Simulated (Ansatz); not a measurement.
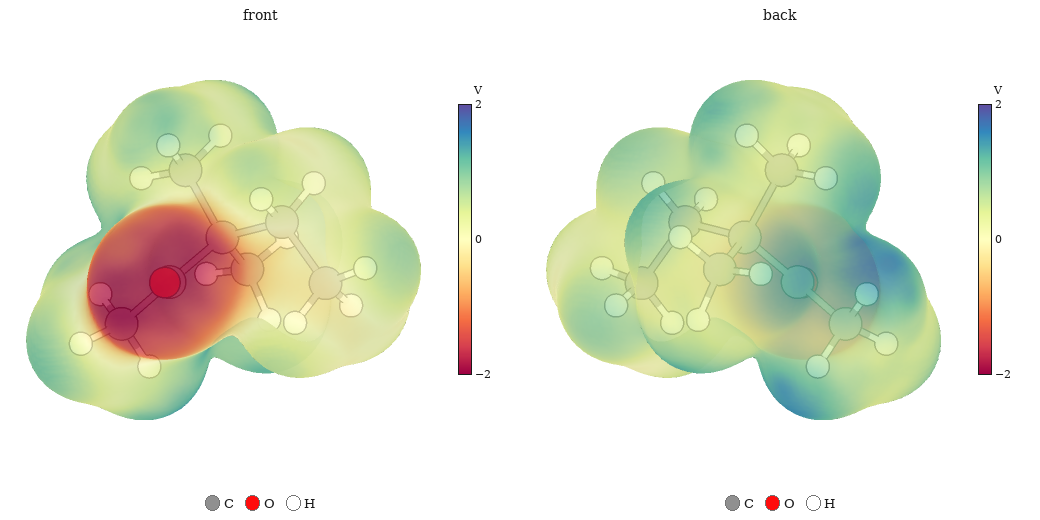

Figure 1: C7H14O. The molecular electrostatic potential painted on the density surface at 0.004 e/bohr³, seen from the front and from behind; red is negative and blue positive.

Geometry: PBE0-D4/def2-TZVP.

Computed with Ansatz 0.2.0, RKS PBE0-D4/def2-TZVPP.

```csv
atom,x (Å),y (Å),z (Å)
C,-0.5558,-2.2828,0.4296
C,0.1994,-1.4349,-0.5797
C,0.0960,0.0789,-0.3721
C,-1.3583,0.5438,-0.3986
C,0.8684,0.7808,-1.4975
C,0.8069,0.4798,0.9242
C,0.4145,1.7776,1.5814
O,1.6859,-0.2025,1.3916
H,-1.6337,-2.1090,0.3884
H,-0.2143,-2.0829,1.4474
H,-0.3917,-3.3445,0.2333
H,-0.1632,-1.6546,-1.5904
H,1.2571,-1.7071,-0.5566
H,-1.8388,0.1877,-1.3139
H,-1.9313,0.1592,0.4474
H,-1.4371,1.6326,-0.3903
H,1.9078,0.4469,-1.5217
H,0.8584,1.8678,-1.3832
H,0.4089,0.5435,-2.4608
H,-0.5728,1.6728,2.0404
H,1.1425,2.0243,2.3519
H,0.3420,2.5926,0.8580
```

Which sites attract a positive test charge, and which a negative one?

Answer. A positive charge is drawn to the negative regions and a negative charge to the positive ones. The most negative region (about −1.9 V) lies over O8, the most positive (about +1.5 V) over H20 and H22. O8 is the likeliest acceptor of a hydrogen bond.
